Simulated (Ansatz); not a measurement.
# C2H6OSi2 (SMILES O[SiH2]C#C[SiH3]) at BCCD(T)/6-31G(d) (spherical functions)

Aim: the energy difference between two shapes of C2H6OSi2 at BCCD(T)/6-31G* (spherical functions), from 2 runs. 

Program for the calculation: Ansatz 0.2.0.

3 further runs of the same task are left out: 1 that didn't finish, 2 set aside as unsound or not needed.

## (1) The molecule

The species is C2H6OSi2 (11 atoms), meant as a singlet with charge 0. SMILES: `O[SiH2]C#C[SiH3]`. Geometry: relaxed at PBE0-D4/def2-TZVP. This is one conformer, not always the lowest.

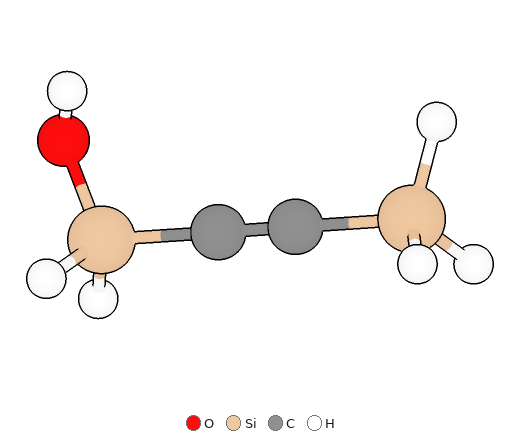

The structure, seen from a chosen angle (oxygen red, silicon light orange, carbon grey, hydrogen white).

## (2) The energy at BCCD(T)/6-31G(d) (spherical functions)

job.yaml reads:

```yaml
crystal:
  periodic: [false, false, false]
  atoms:
    - {symbol: O, position_ang: [-1.914600, -1.887500, 1.499100]}
    - {symbol: Si, position_ang: [-0.322800, -1.495300, 1.576600]}
    - {symbol: C, position_ang: [0.129400, -0.290300, 0.275200]}
    - {symbol: C, position_ang: [0.424700, 0.521200, -0.579500]}
    - {symbol: Si, position_ang: [0.872800, 1.733000, -1.869700]}
    - {symbol: H, position_ang: [-2.554000, -1.174100, 1.512000]}
    - {symbol: H, position_ang: [0.036500, -0.879300, 2.878900]}
    - {symbol: H, position_ang: [0.421900, -2.754400, 1.369300]}
    - {symbol: H, position_ang: [1.607100, 2.861100, -1.246900]}
    - {symbol: H, position_ang: [1.730900, 1.073000, -2.883200]}
    - {symbol: H, position_ang: [-0.366600, 2.235500, -2.511100]}
basis:
  gaussian:
    orbitals: 6-31G_st_-spherical.json
total_charge: 0
correlation:
  method: bccd_t
accuracy: high
```

The basis set 6-31G* is read from a file made from the Basis Set Exchange's data (not shown).

Run with:

```bash
$ ansatz run job.yaml --threads 1 --pin off --max-ram 2610MiB --events-out events.jsonl --progress --plain --runs-dir runs
```

The program printed, shortened:

```text
Warning: RAYON_NUM_THREADS=1 ignored (pool sized by the plan → 1); use --threads N
Functional definition: HF
  name "HF"
[...]
2031 factors; integrals over basis functions are off by at most 7.2e-9 eV
[...]
mean field -19916.47703777 eV, -731.9170312652 hartree, gradient 2.2e-8 eV, S^2 0.000000; 0 other end points of the search recorded, 0 dependent functions left out
13 core orbitals not correlated: weight in the atoms' cores, before any rotation towards them, 1.000 or more for the frozen orbitals, at most 0.000 for the correlated occupied ones
reference -19916.47703777 eV, -731.9170312652 hartree; 14, 14 occupied and 63, 63 virtual orbitals, 2031 factors
second order -15.62728816 eV of doubles, -0.00000000 eV of singles
cycle   1  -16.12032018 eV  change   -4.9e-1 eV  update   1.1e-1
[...]
cycle  22  -16.77739597 eV  change  -1.8e-10 eV  update   1.4e-9
perturbative correction -0.60016897 eV, -0.0220558028 hartree
Total energy: -19933.85460271 eV, -732.5556449978 hartree
```

Run time: 19 s. Hardware: 1 thread of Intel Xeon 6975P-C (Granite Rapids), shared host; peak memory 0.7 GiB.

## (3) The distorted shape

job.yaml reads:

```yaml
crystal:
  periodic: [false, false, false]
  atoms:
    - {symbol: O, position_ang: [-1.697816, -1.790950, 1.409391]}
    - {symbol: Si, position_ang: [-0.249973, -1.499973, 1.442061]}
    - {symbol: C, position_ang: [0.197614, -0.368434, 0.132689]}
    - {symbol: C, position_ang: [0.505480, 0.680729, -0.517902]}
    - {symbol: Si, position_ang: [0.918581, 1.702284, -1.782331]}
    - {symbol: H, position_ang: [-2.556316, -1.256712, 1.401820]}
    - {symbol: H, position_ang: [0.007745, -0.798304, 2.959842]}
    - {symbol: H, position_ang: [0.489824, -2.818227, 1.480940]}
    - {symbol: H, position_ang: [1.637709, 2.789369, -1.282810]}
    - {symbol: H, position_ang: [1.741786, 1.011456, -2.885935]}
    - {symbol: H, position_ang: [-0.369009, 2.119416, -2.707267]}
basis:
  gaussian:
    orbitals: 6-31G_st_-spherical.json
total_charge: 0
correlation:
  method: bccd_t
accuracy: high
```

The basis set 6-31G* is read from a file made from the Basis Set Exchange's data (not shown).

Run with:

```bash
$ ansatz run job.yaml --threads 1 --pin off --max-ram 2610MiB --events-out events.jsonl --progress --plain --runs-dir runs
```

The program printed, shortened:

```text
Warning: RAYON_NUM_THREADS=1 ignored (pool sized by the plan → 1); use --threads N
[... 2 set-up lines as earlier in the session ...]
[...]
2051 factors; integrals over basis functions are off by at most 7.5e-9 eV
[...]
mean field -19914.06094527 eV, -731.8282415034 hartree, gradient 1.4e-8 eV, S^2 0.000000; 0 other end points of the search recorded, 0 dependent functions left out; unrestricted orbitals would lower it
13 core orbitals not correlated: weight in the atoms' cores, before any rotation towards them, 1.000 or more for the frozen orbitals, at most 0.000 for the correlated occupied ones
reference -19914.06094527 eV, -731.8282415034 hartree; 14, 14 occupied and 63, 63 virtual orbitals, 2051 factors
second order -15.98003954 eV of doubles, -0.00000000 eV of singles
cycle   1  -16.34840236 eV  change   -3.7e-1 eV  update   1.2e-1
[...]
cycle  23  -17.08226965 eV  change  -5.9e-10 eV  update   1.9e-9
perturbative correction -0.65592179 eV, -0.0241046811 hartree
Total energy: -19931.79913671 eV, -732.4801080152 hartree
```

Run time: 20 s. Hardware: 1 thread of Intel Xeon 6975P-C (Granite Rapids), shared host; peak memory 0.7 GiB.

## (4) What came out

Level: BCCD(T)/6-31G* (spherical functions), 13 core orbitals frozen.

```
                                                     quantity          value
                                    first shape: total energy  -732.55564 Eh
    first shape: correlation energy (13 core orbitals frozen)     -638.6 mEh
                                  first shape: (T) correction     -22.06 mEh
                                distorted shape: total energy  -732.48011 Eh
distorted shape: correlation energy (13 core orbitals frozen)     -651.9 mEh
                              distorted shape: (T) correction     -24.10 mEh
                       energy change with the atoms displaced       2.055 eV
```

In words: With the atoms displaced the energy rises by 2.06 eV (47 kcal/mol). The first shape isn't relaxed at this level, so the change isn't measured from a minimum. The triples (first shape) make up 3.5 % of the correlation energy. The restricted solution (distorted shape) is unstable to spin breaking: an unrestricted one lies lower. The triples (distorted shape) make up 3.7 % of the correlation energy.
